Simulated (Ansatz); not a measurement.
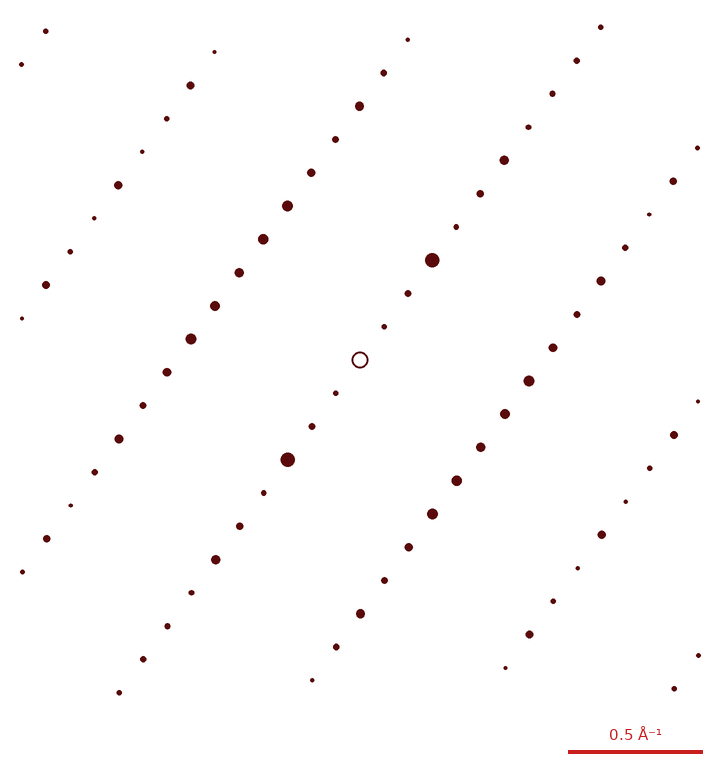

The pattern is a kinematic simulation for 200 kV electrons (no multiple scattering; isotropic B = 0.8 Å²).

Phase: Cu2P, space group Pmmm (No. 47), a = 2.51 Å, b = 2.55 Å, c = 6.50 Å. Structure: coordinates from a relaxation with Ansatz, DFT PBE, scalar-relativistic, plane waves, PAW; the starting structure was generated, so it need not be a known form of this composition.

Which low-index zone axis gives this pattern?

Answer. The spots form a rectangular net whose two shortest vectors correspond to d = 6.50 Å and 1.79 Å, 90.0° apart. They index as 0 0 1 (weak) and 1 -1 0, so the zone axis is [110] (or an equivalent direction of <110>).
